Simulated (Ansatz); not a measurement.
# One shape, several levels: C2F3N (cyanotrifluoromethane)

Wanted: a comparison of 6 runs (HF/STO-3G, B2PLYP/cc-pVDZ, r2SCAN/cc-pVDZ, r2SCAN0/cc-pVDZ, B3LYP/6-31G*, CCSD(T)/cc-pVDZ) of C2F3N (cyanotrifluoromethane). 

Program for the calculation: Ansatz 0.2.0.

51 further runs of the same task are left out: 12 that didn't finish, 39 set aside as unsound or not needed.

**1. The system as given**

C2F3N has 6 atoms, charge 0, and is taken as a singlet. As SMILES, `N#CC(F)(F)F`. The C3–F5 distance was set to 2.387 Å, away from the relaxed value. At this shape a bond of the SMILES string is far longer than usual.

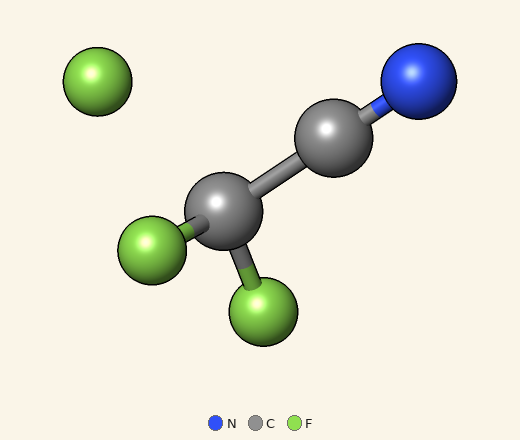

Viewed from a chosen angle; nitrogen blue, carbon grey, fluorine green.

**2. The energy at HF/STO-3G (run 1)**

The input, input.yaml:

```yaml
crystal:
  periodic: [false, false, false]
  atoms:
    - symbol: "N"
      position_ang: [0.391786, -2.170216, 1.608934]
    - symbol: C
      position_ang: [-0.144114, -1.275716, 1.133234]
    - symbol: C
      position_ang: [-0.836714, -0.119516, 0.518234]
    - symbol: F
      position_ang: [-1.946314, -0.520916, -0.086866]
    - symbol: F
      position_ang: [0.581500, 0.927000, -1.091500]
    - symbol: F
      position_ang: [-1.155514, 0.769684, 1.449034]
basis:
  gaussian:
    orbitals: STO-3G
hamiltonian:
  xc: hf
accuracy: high
magnetization:
  spin_polarized: false
  initial_magnetization: 0
output: {orbitals: {seedname: orbitals}}
```

The run is started by

```bash
$ ansatz run input.yaml --threads 1 --pin off --max-ram 3480MiB --events-out events.jsonl --progress --plain --runs-dir runs
```

Log:

```text
Warning: RAYON_NUM_THREADS=1 ignored (pool sized by the plan → 1); use --threads N
Functional definition: HF
  name "HF"
  exchange = exact_x
  correlation = 0
584 factors; integrals over basis functions are off by at most 4.6e-8 eV
mean field evaluation 1: about -11477.1951 eV, gradient 5.5e1 eV
mean field evaluation 2: about -11477.3068 eV, gradient 5.5e1 eV
mean field evaluation 4: about -11492.7935 eV, gradient 4.8e0 eV
mean field evaluation 8: about -11492.9005 eV, gradient 1.6e-1 eV
mean field evaluation 16: about -11488.4588 eV, gradient 1.3e1 eV
mean field evaluation 32: about -11481.9408 eV, gradient 4.6e0 eV
mean field -11492.90082725 eV, -422.3563152333 hartree, gradient 1.5e-8 eV, S^2 0.000000; 0 other end points of the search recorded, 0 dependent functions left out
reference -11492.90082725 eV, -422.3563152333 hartree; 23, 23 occupied and 7, 7 virtual orbitals, 584 factors
Total energy: -11492.90082725 eV, -422.3563152333 hartree
```

It took 0.44 s on 1 thread of Arm Neoverse N1, shared host.

**3. The energy at B2PLYP/cc-pVDZ (run 2)**

The input, job.yaml:

```yaml
crystal:
  periodic: [false, false, false]
  atoms:
    - symbol: N
      position_ang: [0.391786, -2.170216, 1.608934]
    - symbol: C
      position_ang: [-0.144114, -1.275716, 1.133234]
    - symbol: C
      position_ang: [-0.836714, -0.119516, 0.518234]
    - symbol: F
      position_ang: [-1.946314, -0.520916, -0.086866]
    - symbol: F
      position_ang: [0.581500, 0.927000, -1.091500]
    - symbol: F
      position_ang: [-1.155514, 0.769684, 1.449034]
basis:
  gaussian: {orbitals: cc-pVDZ}
hamiltonian: {xc: {name: B2PLYP}}
correlation: {frozen_orbitals: {C: 1, F: 1, "N": 1}}
accuracy: high
output: {orbitals: {seedname: orbitals}}
```

The run is started by

```bash
$ ansatz run job.yaml --threads 1 --pin off --max-ram 3480MiB --events-out events.jsonl --progress --plain --runs-dir runs
```

Log, shortened:

```text
Warning: RAYON_NUM_THREADS=1 ignored (pool sized by the plan → 1); use --threads N
Functional definition: B2PLYP
  name "B2PLYP"
[...]
1772 factors; integrals over basis functions are off by at most 2.8e-9 eV
[...]
mean field -11691.06956478 eV, -429.6388820141 hartree, gradient 2.6e-8 eV, S^2 0.000000; 0 other end points of the search recorded, 0 dependent functions left out; unrestricted orbitals would lower it
6 core orbitals not correlated: weight in the atoms' cores, before any rotation towards them, 1.000 or more for the frozen orbitals, at most 0.000 for the correlated occupied ones
reference -11691.06958258 eV, -429.6388826681 hartree; 17, 17 occupied and 61, 61 virtual orbitals, 1772 factors
second order -34.79707502 eV of doubles, -0.00000000 eV of singles
Total energy: -11700.46479283 eV, -429.9841502767 hartree
```

Wall time 16 s (1 thread of Arm Neoverse N1, shared host); peak memory 0.34 GiB.

**4. The energy at r2SCAN/cc-pVDZ (run 3)**

The input, in.yaml:

```yaml
crystal:
  periodic: [false, false, false]
  atoms:
    - {symbol: N, position_ang: [0.391786, -2.170216, 1.608934]}
    - {symbol: C, position_ang: [-0.144114, -1.275716, 1.133234]}
    - {symbol: C, position_ang: [-0.836714, -0.119516, 0.518234]}
    - {symbol: F, position_ang: [-1.946314, -0.520916, -0.086866]}
    - {symbol: F, position_ang: [0.581500, 0.927000, -1.091500]}
    - {symbol: F, position_ang: [-1.155514, 0.769684, 1.449034]}
basis:
  gaussian: {orbitals: cc-pVDZ}
hamiltonian: {xc: {name: r2SCAN}}
accuracy: high
output: {orbitals: {seedname: orbitals}}
```

The run is started by

```bash
$ ansatz run in.yaml --threads 1 --pin off --max-ram 3480MiB --events-out events.jsonl --progress --plain --runs-dir runs
```

Log:

```text
Warning: RAYON_NUM_THREADS=1 ignored (pool sized by the plan → 1); use --threads N
Functional definition: r2SCAN
  name "r2SCAN"
  parameter k0 = 0.174
  parameter k1 = 0.065
  parameter a1 = 4.9479
  exchange = r2scan_x(k0 = k0, k1 = k1, a1 = a1)
  correlation = r2scan_c
1772 factors; integrals over basis functions are off by at most 2.8e-9 eV
mean field evaluation 1: about -11694.6144 eV, gradient 6.5e1 eV
mean field evaluation 2: about -11301.7421 eV, gradient 2.7e2 eV
mean field evaluation 4: about -11684.0740 eV, gradient 8.7e1 eV
mean field evaluation 8: about -11704.4755 eV, gradient 1.1e-1 eV
mean field evaluation 16: about -11681.1417 eV, gradient 6.0e1 eV
mean field -11704.47551889 eV, -430.1315417409 hartree, gradient 2.0e-8 eV, S^2 0.000000; 0 other end points of the search recorded, 0 dependent functions left out
reference -11704.47551920 eV, -430.1315417521 hartree; 23, 23 occupied and 61, 61 virtual orbitals, 1772 factors
Total energy: -11704.47551920 eV, -430.1315417521 hartree
```

Wall time 18 s (1 thread of Arm Neoverse N1, shared host); peak memory 0.24 GiB.

Runs 4 to 5 aren't shown in full; the table further down has their settings and results.

**5. The energy at CCSD(T)/cc-pVDZ (run 6)**

Edit input.yaml of step 2 so:

```diff
@@ -16,10 +16,5 @@
 basis:
-  gaussian:
-    orbitals: STO-3G
-hamiltonian:
-  xc: hf
+  gaussian: {orbitals: cc-pVDZ}
+correlation: {method: ccsd_t, frozen_orbitals: {C: 1, F: 1, "N": 1}}
 accuracy: high
-magnetization:
-  spin_polarized: false
-  initial_magnetization: 0
-output: {orbitals: {seedname: orbitals}}
+scf: {omitted_lower_state_checks: [cluster_reference, increment]}
```

The run is started by

```bash
$ ansatz run input.yaml --threads 1 --pin off --max-ram 3480MiB --events-out events.jsonl --progress --plain --runs-dir runs
```

Log:

```text
Warning: RAYON_NUM_THREADS=1 ignored (pool sized by the plan → 1); use --threads N
[... 12 lines left out ...]
6 core orbitals not correlated: weight in the atoms' cores, before any rotation towards them, 1.000 or more for the frozen orbitals, at most 0.000 for the correlated occupied ones
[... 37 lines left out ...]
WARN: these amplitudes may be one of several solutions (largest doubles amplitude 0.30, level shift 1.70 eV)
Total energy: -11683.06184015 eV, -429.3446035618 hartree
Checks for a lower state left out: cluster_reference, increment
```

Wall time 67 s (1 thread of Arm Neoverse N1, shared host); peak memory 0.51 GiB.

**6. The series**

```
run                               level  frozen core orbitals  Cartesian functions  energy (Eh)  HOMO energy (eV)  LUMO energy (eV)  HOMO–LUMO gap (eV)  wall time
  1                           HF/STO-3G                     –                   no  -422.356315             -7.66              1.52                9.19     0.44 s
  2                      B2PLYP/cc-pVDZ                     6                   no  -429.984150            -10.87             -4.44                6.43       16 s
  3                      r2SCAN/cc-pVDZ                     –                   no  -430.131542             -7.68             -6.33                1.35       18 s
  4                     r2SCAN0/cc-pVDZ                     –                   no  -430.046558             -9.87             -5.71                4.16       22 s
  5  B3LYP/6-31G* (Cartesian functions)                     –                  yes  -430.278558             -8.91             -5.62                3.29       11 s
  6                     CCSD(T)/cc-pVDZ                     6                   no  -429.344604                 –                 –                   –       67 s
```

**7. Outcome**

```
                                          quantity          value
                               run 6: total energy  -429.34460 Eh
run 6: correlation energy (6 core orbitals frozen)    -1069.6 mEh
                             run 6: (T) correction     -47.20 mEh
                              run 6: T1 diagnostic          0.031
```

**Reading.** Over runs 1, 2, 3, 4, 5 the HOMO–LUMO gap runs from 1.35 eV (r2SCAN/cc-pVDZ) to 9.19 eV (HF/STO-3G). The two ends differ in method and basis. Totals of different functionals can't be ranked against each other. In run 6 the T1 diagnostic is large, so a single reference may not serve. In runs 2, 6 the log says that unrestricted orbitals would lower the reference, so the values rest on an unstable closed-shell determinant (other closed-shell runs at this shape may share the fault). In run 1 the basis is minimal, so the values are rough. In runs 1, 2, 3, 4, 5, 6 a closed-shell determinant meets a far-stretched bond, which it describes badly. All runs together took 2.2 min, the longest 67 s.
